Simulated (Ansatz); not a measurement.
# Nudged elastic band of GeSiNH6ClOF2 (part 2 of 2)

The same run, continued: GeSiNH6ClOF2; RKS PBE/def2-SVP (Ansatz 0.2.0). One setting was made poor on purpose. It belongs to a series of runs on one base structure; here: band between the two ends.

Geometry of the input (Å):
```
Ge 0.0432  0.1213  0.2444
O  -0.2039  -0.0193  2.0174
H  -0.7861  -0.7946  2.1473
Cl 1.8642  -0.6120  -0.7342
F  -0.8710  1.3276  -0.6827
F  -1.0113  -1.2391  -0.1755
N  1.2002  1.8529  0.8844
H  2.1688  1.6500  0.5925
Si 0.6068  3.4781  0.3000
H  0.7553  3.5132  -1.1840
H  -0.7873  3.6624  0.7974
H  1.5037  4.5156  0.9198
H  1.1604  1.7535  1.9117
```

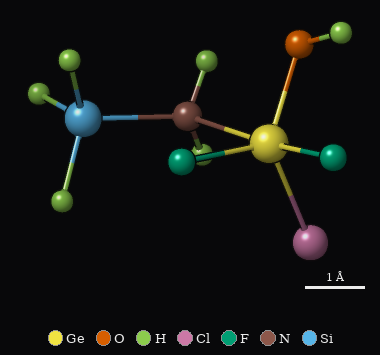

The starting structure (ball-and-stick view, seen at a tilt). Sticks mark near contacts.

```
Total energy: -85943.04126693 eV, -3158.3485122740 hartree
Atom 0 at     0.164074     0.239255     0.054579 Å, force    -0.265112     0.070579     0.015973 eV/Å
Atom 1 at     0.679286    -0.262441     1.896979 Å, force    -0.092979    -0.263314    -0.059254 eV/Å
Atom 2 at    -0.066806    -0.798264     2.238288 Å, force     0.046104     0.116939     0.142337 eV/Å
Atom 3 at     1.477164    -1.112418    -0.986239 Å, force     0.105607    -0.115675     0.031336 eV/Å
Atom 4 at    -0.371613     1.164786    -1.381657 Å, force     0.056008     0.038183     0.248366 eV/Å
Atom 5 at    -1.473710    -0.228608     0.514585 Å, force    -0.072718    -0.086804    -0.149688 eV/Å
Atom 6 at     0.860038     1.860606     0.959328 Å, force     0.387622    -0.005136     0.258969 eV/Å
Atom 7 at     1.890367     1.748975     0.915083 Å, force    -0.005246     0.016457    -0.048755 eV/Å
Atom 8 at     0.497712     3.536950     0.335541 Å, force    -0.072139    -0.074713     0.130401 eV/Å
Atom 9 at     1.085778     3.648769    -1.033558 Å, force    -0.006386     0.004601    -0.029590 eV/Å
Atom 10 at    -0.972797     3.799790     0.351608 Å, force    -0.008153    -0.106999     0.019700 eV/Å
Atom 11 at     1.204454     4.497595     1.250210 Å, force    -0.024807    -0.021675     0.037170 eV/Å
Atom 12 at     0.669053     1.114505     1.923950 Å, force    -0.047804     0.427556    -0.596965 eV/Å
Dipole moment:     0.347336     0.511436     0.550603 e Å
this run last wrote the band of iteration 13 to [file]
```

## The last band as extended XYZ (Å, eV, eV/Å)
```
13
Properties=species:S:1:pos:R:3:forces:R:3 image=0 energy=-85944.07661
Ge    0.0432    0.1213    0.2444    0.0189  -0.0013  -0.0041
O    -0.2039   -0.0193    2.0174    0.0194   0.0211   0.0034
H    -0.7861   -0.7946    2.1473   -0.0138  -0.0230   0.0042
Cl    1.8642   -0.6120   -0.7342   -0.0140  -0.0001   0.0061
F    -0.8710    1.3276   -0.6827   -0.0044  -0.0032  -0.0087
F    -1.0113   -1.2391   -0.1755    0.0000   0.0053  -0.0058
N     1.2002    1.8529    0.8844   -0.0054   0.0091  -0.0014
H     2.1688    1.6500    0.5925   -0.0003  -0.0018  -0.0004
Si    0.6068    3.4781    0.3000   -0.0025  -0.0193  -0.0023
H     0.7553    3.5132   -1.1840   -0.0012   0.0025  -0.0023
H    -0.7873    3.6624    0.7974   -0.0018   0.0074   0.0012
H     1.5037    4.5156    0.9198    0.0050   0.0072   0.0024
H     1.1604    1.7535    1.9117    0.0001  -0.0040   0.0076
13
Properties=species:S:1:pos:R:3:forces:R:3 image=1 energy=-85943.96100
Ge    0.0212    0.1341    0.2259   -0.0893   0.0499   0.0218
O     0.0834   -0.1268    2.0136   -0.0490   0.0492   0.0654
H    -0.4822   -0.8985    2.2144   -0.0729  -0.0034  -0.0427
Cl    1.6545   -0.8045   -0.8485    0.0790   0.0517   0.0159
F    -0.7085    1.3607   -0.8438   -0.0846   0.0036   0.0479
F    -1.3350   -0.9839    0.0075    0.0510  -0.1057  -0.0691
N     1.1583    1.8684    0.8907    0.0526  -0.1014   0.0205
H     2.1449    1.6717    0.6681    0.0438   0.0157  -0.0443
Si    0.5984    3.4992    0.2943   -0.0048  -0.0079  -0.0308
H     1.0382    3.6176   -1.1276   -0.0144   0.0129   0.0015
H    -0.8736    3.6172    0.4996    0.0036  -0.0002   0.0405
H     1.2949    4.5358    1.1362    0.0344  -0.0148  -0.0278
H     1.0486    1.7184    1.9083    0.0506   0.0504   0.0010
13
Properties=species:S:1:pos:R:3:forces:R:3 image=2 energy=-85943.70653
Ge    0.0755    0.1476    0.1854   -0.0176   0.0561   0.0500
O     0.4288   -0.2782    1.9354   -0.1897  -0.0990   0.0015
H    -0.2415   -0.9370    2.2001   -0.0195  -0.0833   0.0445
Cl    1.5165   -1.0210   -0.9327    0.0280   0.0157   0.0098
F    -0.4401    1.2850   -1.1041   -0.0586   0.0684   0.0791
F    -1.5481   -0.5507    0.2813    0.0023  -0.1251  -0.0876
N     1.0604    1.8796    0.9229   -0.0034  -0.0076   0.0116
H     2.0666    1.7074    0.7920    0.1376   0.0187  -0.0779
Si    0.5368    3.5151    0.3072    0.0670   0.0203  -0.0780
H     1.0891    3.6532   -1.0713   -0.0153   0.0199  -0.0119
H    -0.9480    3.6412    0.3922    0.0111  -0.0789   0.0358
H     1.1789    4.5278    1.2159   -0.0097   0.0084  -0.0018
H     0.8679    1.6397    1.9144    0.0678   0.1864   0.0247
13
Properties=species:S:1:pos:R:3:forces:R:3 image=3 energy=-85943.04123
Ge    0.1641    0.2393    0.0546   -0.2651   0.0706   0.0160
O     0.6793   -0.2624    1.8970   -0.0930  -0.2633  -0.0593
H    -0.0668   -0.7983    2.2383    0.0461   0.1169   0.1423
Cl    1.4772   -1.1124   -0.9862    0.1056  -0.1157   0.0313
F    -0.3716    1.1648   -1.3817    0.0560   0.0382   0.2484
F    -1.4737   -0.2286    0.5146   -0.0727  -0.0868  -0.1497
N     0.8600    1.8606    0.9593    0.3876  -0.0051   0.2590
H     1.8904    1.7490    0.9151   -0.0052   0.0165  -0.0488
Si    0.4977    3.5370    0.3355   -0.0721  -0.0747   0.1304
H     1.0858    3.6488   -1.0336   -0.0064   0.0046  -0.0296
H    -0.9728    3.7998    0.3516   -0.0082  -0.1070   0.0197
H     1.2045    4.4976    1.2502   -0.0248  -0.0217   0.0372
H     0.6691    1.1145    1.9240   -0.0478   0.4276  -0.5970
13
Properties=species:S:1:pos:R:3:forces:R:3 image=4 energy=-85943.57441
Ge    0.1738    0.4222   -0.0832   -0.0813   0.1302  -0.1438
O     0.7566   -0.3461    2.0560    0.0374  -0.1568   0.0172
H    -0.1152   -0.7439    2.2617    0.0026   0.0630   0.0563
Cl    1.4520   -1.0935   -0.9197   -0.0216   0.0413   0.0313
F    -0.4969    1.2188   -1.5098   -0.0016  -0.0434   0.0548
F    -1.3497   -0.1877    0.5600    0.0196  -0.0207  -0.0227
N     0.8645    1.9007    0.7951    0.1400   0.1652  -0.1322
H     1.8671    1.7478    0.9791   -0.0102   0.0077   0.0445
Si    0.5227    3.5700    0.2422    0.0331  -0.1687   0.0035
H     1.0378    3.8404   -1.1392   -0.0096   0.0920  -0.0505
H    -0.9528    3.7965    0.3195   -0.0401  -0.0013  -0.0239
H     1.2335    4.4654    1.2195   -0.0001   0.0031  -0.0040
H     0.6496    0.6189    2.2574   -0.0681  -0.1116   0.1695
13
Properties=species:S:1:pos:R:3:forces:R:3 image=5 energy=-85943.64200
Ge    0.1430    0.5002   -0.0934   -0.0354   0.0496   0.0657
O     0.8129   -0.4090    2.1363   -0.1044   0.0359   0.0515
H     0.0362   -1.0073    2.1601    0.0646  -0.0506  -0.0400
Cl    1.4472   -0.9902   -0.9273   -0.0023  -0.0027  -0.0062
F    -0.6442    1.2637   -1.4690    0.0124  -0.0028   0.0114
F    -1.2836   -0.2597    0.6132    0.0060   0.0183  -0.0253
N     0.8246    1.9775    0.7321    0.0153   0.0268  -0.0541
H     1.7221    1.7996    1.1961   -0.0174  -0.0223   0.0118
Si    0.5740    3.6293    0.1161   -0.0032  -0.0649   0.0134
H     1.0682    3.8531   -1.2845    0.0078   0.0090  -0.0138
H    -0.8832    3.9704    0.1947   -0.0011  -0.0026  -0.0132
H     1.3594    4.5060    1.0527   -0.0081   0.0085   0.0051
H     0.4664    0.3758    2.6114    0.0657  -0.0023  -0.0062
13
Properties=species:S:1:pos:R:3:forces:R:3 image=6 energy=-85943.66786
Ge    0.1054    0.5471   -0.0701   -0.2357   0.0477   0.0087
O     0.8288   -0.3413    2.1618   -0.1041   0.1314   0.0792
H     0.4704   -1.2483    2.0666    0.0076   0.1256   0.0712
Cl    1.4459   -0.9602   -0.8125    0.0652  -0.1010  -0.0749
F    -0.6492    1.2519   -1.4944    0.0499  -0.0077   0.0399
F    -1.3131   -0.2354    0.6203    0.0602   0.0473   0.0010
N     0.7443    2.0395    0.7293    0.0831   0.1628  -0.0219
H     1.5271    1.8506    1.3627   -0.0231  -0.0010   0.0266
Si    0.6057    3.6830    0.0603    0.0069  -0.1140   0.0285
H     1.0719    3.8010   -1.3651    0.0240   0.0099   0.0454
H    -0.8165    4.1555    0.1421    0.0046   0.0003  -0.0072
H     1.4773    4.5348    0.9496   -0.0506  -0.0425  -0.0482
H     0.1449    0.1313    2.6881    0.1122  -0.2587  -0.1483
13
Properties=species:S:1:pos:R:3:forces:R:3 image=7 energy=-85943.75652
Ge    0.0816    0.5843   -0.0577   -0.0039  -0.0459   0.0679
O     0.8081   -0.2656    2.2126    0.0523   0.0242   0.0097
H     0.9672   -1.2031    1.9844    0.0492   0.0064  -0.0057
Cl    1.3381   -1.0356   -0.7595   -0.0218  -0.0051   0.0127
F    -0.6396    1.2424   -1.5121   -0.0152   0.0211  -0.0363
F    -1.3454   -0.1168    0.7022   -0.0323   0.0222   0.0021
N     0.8008    2.0682    0.6650    0.0313   0.0371   0.0157
H     1.3642    1.8911    1.5004   -0.0185  -0.0144   0.0211
Si    0.6201    3.7152    0.0496   -0.0241  -0.0112  -0.0303
H     1.0658    3.8355   -1.3768    0.0308   0.0175  -0.0206
H    -0.7996    4.1996    0.1471   -0.0028   0.0025  -0.0025
H     1.4924    4.5610    0.9344    0.0037   0.0069   0.0043
H    -0.1108   -0.2666    2.5488   -0.0488  -0.0613  -0.0380
13
Properties=species:S:1:pos:R:3:forces:R:3 image=8 energy=-85943.79504
Ge   -0.0037    0.6240    0.0576    0.0010  -0.0175   0.0178
O     0.8160   -0.2945    2.1961   -0.0145  -0.0043   0.0067
H     1.2760   -1.0817    1.8371   -0.0112   0.0128   0.0026
Cl    1.2234   -0.9910   -0.7390   -0.0023  -0.0004  -0.0126
F    -0.7386    1.2922   -1.3902    0.0006  -0.0033   0.0006
F    -1.4150   -0.0986    0.8332    0.0066   0.0105  -0.0100
N     0.7144    2.1202    0.7562   -0.0144   0.0113  -0.0109
H     1.1848    1.9794    1.6536    0.0095   0.0077  -0.0036
Si    0.6608    3.7181   -0.0046   -0.0019  -0.0162   0.0023
H     1.2937    3.7109   -1.3671   -0.0072   0.0039   0.0139
H    -0.7408    4.2474   -0.1224    0.0153  -0.0062  -0.0008
H     1.4528    4.6089    0.9126   -0.0019   0.0009  -0.0008
H    -0.0808   -0.6258    2.4154    0.0205   0.0008  -0.0052
```

## Results in brief

| quantity | value |
| --- | --- |
| outcome | converged |
| barrier, forward | 1.035 eV |
| barrier, backward | 0.754 eV |
| wall time | 3.8 min (CPU time 14 min) |
| peak memory | 0.25 GiB |

## Remarks

A deliberately poor setting: loose force. The order of the saddle point was not checked.
